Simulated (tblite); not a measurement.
## Run report: Al$_{2}$NH$_{2}$F$_{5}$, geometry relaxation (part 2 of 2)

Al$_{2}$NH$_{2}$F$_{5}$, SMILES [NH2][Al-]1([F])[F+][Al-]([F])([F])[F+]1; GFN2-xTB geometry optimisation, gas phase (tblite 0.8.0). 

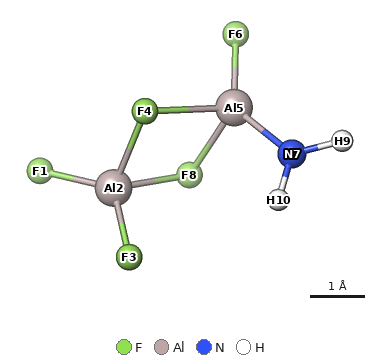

**Figure 1.** The geometry at step 76 of the log (ball-and-stick view, seen at a tilt; atoms are numbered from 1 in the order of the input).

### Trajectory as extended XYZ, continued
```
10
Properties=species:S:1:pos:R:3:forces:R:3 step=52 energy=-822.39219
F     2.8869   -1.2961    2.0966    0.0120  -0.0110   0.0070
Al    1.5559   -1.8032    1.3138    0.0260  -0.0100  -0.0260
F     0.9430   -3.3146    1.3307   -0.0300   0.0160   0.0170
F     1.5466   -1.2713   -0.3747    0.0000   0.0100   0.0040
Al    0.0064   -0.2677   -0.3104   -0.0140   0.0070   0.0090
F     0.4851    1.2787   -0.5321   -0.0200  -0.0060   0.0010
N    -1.3186   -1.2956   -0.8193   -0.0110  -0.0050  -0.0190
F     0.2537   -0.6300    1.4927    0.0110  -0.0040   0.0050
H    -2.1151   -1.0363   -1.3778    0.0160  -0.0060  -0.0070
H    -1.3828   -2.2773   -0.5855    0.0090   0.0090   0.0090
10
Properties=species:S:1:pos:R:3:forces:R:3 step=56 energy=-822.39326
F     2.8977   -1.3122    2.1022   -0.0100  -0.0250  -0.0180
Al    1.5638   -1.8041    1.3126    0.0090   0.0120   0.0090
F     0.9213   -3.3036    1.3325   -0.0110   0.0150   0.0110
F     1.5502   -1.2662   -0.3715    0.0080   0.0030  -0.0200
Al    0.0021   -0.2700   -0.3067    0.0210   0.0030   0.0310
F     0.4616    1.2790   -0.5381    0.0030   0.0380   0.0000
N    -1.3140   -1.3016   -0.8256    0.0580   0.0080   0.0310
F     0.2687   -0.6199    1.4950   -0.0050  -0.0060   0.0000
H    -2.1148   -1.0317   -1.3688   -0.0590  -0.0040  -0.0540
H    -1.3754   -2.2833   -0.5976   -0.0140  -0.0440   0.0110
10
Properties=species:S:1:pos:R:3:forces:R:3 step=60 energy=-822.39431
F     2.9085   -1.3240    2.0963    0.0250  -0.0010  -0.0050
Al    1.5723   -1.8036    1.3062   -0.0250  -0.0040  -0.0110
F     0.9133   -3.2950    1.3466   -0.0090  -0.0010  -0.0050
F     1.5574   -1.2636   -0.3770   -0.0170   0.0090   0.0120
Al   -0.0018   -0.2692   -0.2975   -0.0110   0.0120  -0.0260
F     0.4461    1.2854   -0.5256    0.0000  -0.0090  -0.0010
N    -1.3144   -1.3040   -0.8259   -0.0010   0.0230  -0.0110
F     0.2745   -0.6202    1.4912    0.0000  -0.0010   0.0280
H    -2.1018   -1.0369   -1.3947    0.0320  -0.0190   0.0090
H    -1.3931   -2.2823   -0.5856    0.0050  -0.0090   0.0090
10
Properties=species:S:1:pos:R:3:forces:R:3 step=64 energy=-822.39476
F     2.9164   -1.3224    2.0872   -0.0100  -0.0220  -0.0230
Al    1.5736   -1.8037    1.3063   -0.0010   0.0070   0.0160
F     0.9059   -3.2916    1.3460    0.0040  -0.0040  -0.0010
F     1.5540   -1.2633   -0.3762   -0.0080   0.0120   0.0010
Al   -0.0031   -0.2697   -0.2969    0.0030  -0.0010   0.0210
F     0.4423    1.2857   -0.5174    0.0090   0.0160  -0.0070
N    -1.3128   -1.3041   -0.8293    0.0140  -0.0290   0.0180
F     0.2761   -0.6233    1.4981   -0.0140   0.0130  -0.0130
H    -2.0911   -1.0430   -1.4111   -0.0080  -0.0020  -0.0140
H    -1.4003   -2.2782   -0.5727    0.0100   0.0100   0.0020
10
Properties=species:S:1:pos:R:3:forces:R:3 step=68 energy=-822.39559
F     2.9301   -1.3491    2.0686   -0.0120   0.0040  -0.0020
Al    1.5673   -1.8017    1.3069   -0.0050  -0.0060  -0.0030
F     0.8924   -3.2861    1.3513   -0.0110   0.0020  -0.0030
F     1.5474   -1.2516   -0.3717    0.0160   0.0010  -0.0070
Al   -0.0080   -0.2617   -0.2919    0.0040   0.0070   0.0050
F     0.4307    1.2953   -0.5170    0.0030   0.0080   0.0020
N    -1.3065   -1.3085   -0.8282   -0.0040   0.0100   0.0010
F     0.2745   -0.6136    1.5034    0.0070  -0.0020  -0.0030
H    -2.0759   -1.0569   -1.4270    0.0060  -0.0250   0.0130
H    -1.3910   -2.2795   -0.5603   -0.0040   0.0010  -0.0030
10
Properties=species:S:1:pos:R:3:forces:R:3 step=72 energy=-822.39596
F     2.9263   -1.3597    2.0658    0.0050   0.0050   0.0150
Al    1.5607   -1.8014    1.3042   -0.0010  -0.0080  -0.0150
F     0.8712   -3.2790    1.3456   -0.0100  -0.0040  -0.0030
F     1.5529   -1.2441   -0.3718   -0.0050   0.0000   0.0020
Al   -0.0068   -0.2568   -0.2894   -0.0010  -0.0030  -0.0300
F     0.4315    1.2998   -0.5218   -0.0090  -0.0050   0.0100
N    -1.2985   -1.3137   -0.8257   -0.0230  -0.0130   0.0050
F     0.2770   -0.6044    1.5045    0.0040   0.0020   0.0000
H    -2.0805   -1.0650   -1.4102    0.0260  -0.0160   0.0160
H    -1.3729   -2.2892   -0.5673    0.0140   0.0420   0.0010
10
Properties=species:S:1:pos:R:3:forces:R:3 step=76 energy=-822.39641
F     2.9261   -1.3709    2.0565   -0.0180  -0.0130   0.0060
Al    1.5538   -1.8038    1.2998    0.0050   0.0140   0.0120
F     0.8458   -3.2734    1.3405    0.0060   0.0060  -0.0080
F     1.5539   -1.2360   -0.3717   -0.0080  -0.0050  -0.0120
Al   -0.0067   -0.2495   -0.2916    0.0140  -0.0080   0.0110
F     0.4295    1.3078   -0.5186   -0.0050   0.0090   0.0020
N    -1.2930   -1.3152   -0.8215    0.0320  -0.0070   0.0290
F     0.2782   -0.5983    1.5061    0.0060  -0.0010  -0.0240
H    -2.0746   -1.0855   -1.4108   -0.0370   0.0100  -0.0280
H    -1.3519   -2.2885   -0.5546    0.0060  -0.0040   0.0130
10
Properties=species:S:1:pos:R:3:forces:R:3 step=80 energy=-822.39674
F     2.9194   -1.3845    2.0606    0.0030  -0.0050   0.0150
Al    1.5468   -1.8037    1.2984    0.0010   0.0030  -0.0070
F     0.8301   -3.2692    1.3345    0.0040   0.0050  -0.0120
F     1.5572   -1.2325   -0.3743   -0.0070  -0.0090  -0.0040
Al   -0.0022   -0.2452   -0.2966   -0.0070   0.0080  -0.0010
F     0.4244    1.3152   -0.5215    0.0010   0.0000  -0.0030
N    -1.2894   -1.3161   -0.8146   -0.0010   0.0070  -0.0150
F     0.2823   -0.5892    1.5000   -0.0020   0.0030   0.0060
H    -2.0804   -1.0956   -1.3974    0.0160  -0.0080   0.0130
H    -1.3272   -2.2926   -0.5550   -0.0070  -0.0050   0.0090
10
Properties=species:S:1:pos:R:3:forces:R:3 step=84 energy=-822.39699
F     2.9165   -1.3975    2.0647    0.0000   0.0000   0.0060
Al    1.5435   -1.8012    1.2948    0.0050  -0.0060   0.0000
F     0.8147   -3.2605    1.3228    0.0000  -0.0140  -0.0060
F     1.5544   -1.2323   -0.3777    0.0100   0.0090  -0.0010
Al   -0.0019   -0.2397   -0.2969   -0.0080  -0.0040  -0.0020
F     0.4207    1.3213   -0.5224    0.0050   0.0080  -0.0040
N    -1.2816   -1.3195   -0.8134   -0.0030  -0.0090  -0.0030
F     0.2856   -0.5813    1.4998    0.0000   0.0140   0.0050
H    -2.0782   -1.1079   -1.3905   -0.0080   0.0030  -0.0060
H    -1.3127   -2.2947   -0.5472   -0.0020   0.0000   0.0100
10
Properties=species:S:1:pos:R:3:forces:R:3 step=88 energy=-822.39711
F     2.9122   -1.3968    2.0685   -0.0070  -0.0030  -0.0010
Al    1.5428   -1.8020    1.2923   -0.0070   0.0010  -0.0010
F     0.8170   -3.2636    1.3181    0.0050   0.0060  -0.0070
F     1.5549   -1.2317   -0.3801    0.0000   0.0100   0.0140
Al   -0.0035   -0.2375   -0.2981    0.0070   0.0030   0.0020
F     0.4262    1.3229   -0.5214   -0.0050  -0.0140  -0.0050
N    -1.2823   -1.3199   -0.8128    0.0060   0.0150  -0.0020
F     0.2841   -0.5799    1.4981    0.0140  -0.0050  -0.0040
H    -2.0781   -1.1124   -1.3927   -0.0040  -0.0050  -0.0020
H    -1.3122   -2.2925   -0.5378   -0.0080  -0.0070   0.0060
10
Properties=species:S:1:pos:R:3:forces:R:3 step=92 energy=-822.39727
F     2.9090   -1.4057    2.0731    0.0030  -0.0010   0.0020
Al    1.5411   -1.8019    1.2903    0.0020   0.0000   0.0010
F     0.8126   -3.2621    1.3084   -0.0030   0.0020  -0.0050
F     1.5563   -1.2260   -0.3794    0.0070   0.0030  -0.0010
Al   -0.0038   -0.2355   -0.2984    0.0020  -0.0030  -0.0010
F     0.4226    1.3249   -0.5233   -0.0020   0.0010  -0.0080
N    -1.2793   -1.3219   -0.8133   -0.0050  -0.0030   0.0050
F     0.2908   -0.5729    1.4980   -0.0100  -0.0070   0.0020
H    -2.0768   -1.1205   -1.3935    0.0060   0.0040   0.0020
H    -1.3114   -2.2919   -0.5279    0.0000   0.0030   0.0030
10
Properties=species:S:1:pos:R:3:forces:R:3 step=96 energy=-822.39743
F     2.9069   -1.4158    2.0748   -0.0030  -0.0030   0.0020
Al    1.5383   -1.8023    1.2881    0.0070   0.0060   0.0050
F     0.8029   -3.2590    1.2940   -0.0020  -0.0050  -0.0030
F     1.5614   -1.2160   -0.3777    0.0040   0.0010  -0.0070
Al   -0.0026   -0.2325   -0.2993   -0.0020   0.0020   0.0050
F     0.4191    1.3281   -0.5302    0.0020   0.0050  -0.0040
N    -1.2772   -1.3226   -0.8083    0.0270   0.0030   0.0220
F     0.2894   -0.5727    1.4991   -0.0080   0.0000  -0.0070
H    -2.0704   -1.1326   -1.3965   -0.0220   0.0130  -0.0190
H    -1.3067   -2.2882   -0.5099   -0.0050  -0.0230   0.0050
10
Properties=species:S:1:pos:R:3:forces:R:3 step=100 energy=-822.39758
F     2.9034   -1.4192    2.0842    0.0000   0.0030   0.0010
Al    1.5400   -1.8012    1.2869   -0.0020  -0.0020   0.0000
F     0.8069   -3.2594    1.2828   -0.0020  -0.0010  -0.0010
F     1.5683   -1.2100   -0.3773   -0.0050   0.0010   0.0010
Al   -0.0016   -0.2334   -0.2999   -0.0040   0.0030  -0.0020
F     0.4183    1.3268   -0.5381    0.0010   0.0000  -0.0020
N    -1.2778   -1.3241   -0.8040   -0.0030  -0.0010   0.0050
F     0.2876   -0.5737    1.4970    0.0070  -0.0030  -0.0010
H    -2.0685   -1.1307   -1.3961    0.0070   0.0010   0.0000
H    -1.3154   -2.2885   -0.5014    0.0000  -0.0010  -0.0020
```

The run was set up as follows.

### Input
```
{"job": {"kind": "relax", "xc": "GFN2-xTB", "basis": "xTB"}, "charge": 0, "multiplicity": 1}
F      3.165291    -1.163910     2.031883
Al     1.708253    -1.883612     1.342806
F      1.422119    -3.570868     1.560248
F      1.448180    -1.361308    -0.399124
Al    -0.043488    -0.322670    -0.179158
F      0.263831     1.365948    -0.449535
N     -1.590171    -1.103350    -0.941186
F      0.231440    -0.838566     1.560144
H     -1.576863    -1.301913    -1.931481
H     -2.167532    -1.733234    -0.360552
```

The first line tells a small driver script what to run in tblite; the rest is the geometry in Å.

Run as:
```bash
OMP_NUM_THREADS=1 python <driver script> task.json out
```

### Key numbers

| quantity | value |
| --- | --- |
| outcome | converged |
| total energy | −822.3976 eV |
| hardware | 1 CPU thread, shared host |
| wall time | 0.9 s |
| peak memory | 0.17 GiB |
